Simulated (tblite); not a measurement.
Potential energy surface of Si3, singlet: map of symmetric stretch and bend. Scanned: Si-Si bond length and Si-Si-Si angle.

Cartesian coordinates as functions of the variables (Å; names that start with a are angles):
```
Si  0  0  0
Si  r*sin(a/2)  0  r*cos(a/2)
Si  -r*sin(a/2)  0  r*cos(a/2)
```

Level of theory: GFN2-xTB, 300 K electronic temperature in tblite 0.5.0.

Energy in eV above the lowest grid point; x is the Si-Si bond length (Å), y the Si-Si-Si angle (°).

```
y \ x    1.85   1.99   2.10   2.21   2.32   2.43   2.54   2.65   2.76   2.86   2.94
------  -----  -----  -----  -----  -----  -----  -----  -----  -----  -----  -----
180     6.923  1.379  0.092  0.001  0.457  1.141  1.893  2.633  3.323  3.895  4.310
173.95  6.916  1.376  0.090  0.000  0.457  1.142  1.894  2.633  3.322  3.890  4.334
165.32  6.893  1.363  0.085  0.000  0.461  1.147  1.899  2.635  3.312  3.877  4.258
156.68  6.879  1.363  0.092  0.013  0.478  1.164  1.912  2.637  3.292  3.864  4.159
148.04  6.902  1.396  0.131  0.055  0.519  1.199  1.934  2.636  3.263  3.757  4.102
139.41  6.978  1.476  0.211  0.131  0.586  1.250  1.960  2.632  3.231  3.709  4.051
130.77  7.103  1.600  0.328  0.235  0.670  1.306  1.984  2.624  3.200  3.667  4.007
122.14  7.266  1.750  0.463  0.348  0.753  1.356  2.000  2.613  3.170  3.630  3.968
113.50  7.455  1.911  0.597  0.451  0.823  1.392  2.006  2.597  3.142  3.596  3.934
104.86  7.667  2.073  0.721  0.538  0.874  1.411  2.002  2.577  3.113  3.564  3.902
96.23   7.919  2.245  0.842  0.613  0.910  1.417  1.987  2.550  3.082  3.532  3.871
85      8.358  2.536  1.034  0.721  0.955  1.418  1.960  2.508  3.035  3.487  3.829
```

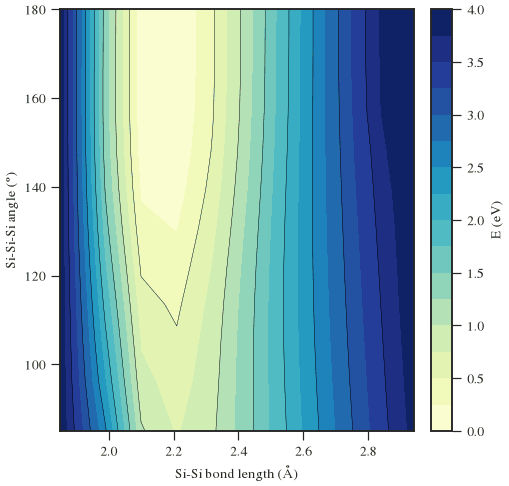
Figure. Energy surface, cut off at 4 eV.

Points that lie below all their neighbours on the grid: x = 2.21, y = 165.32 (0.000 eV).
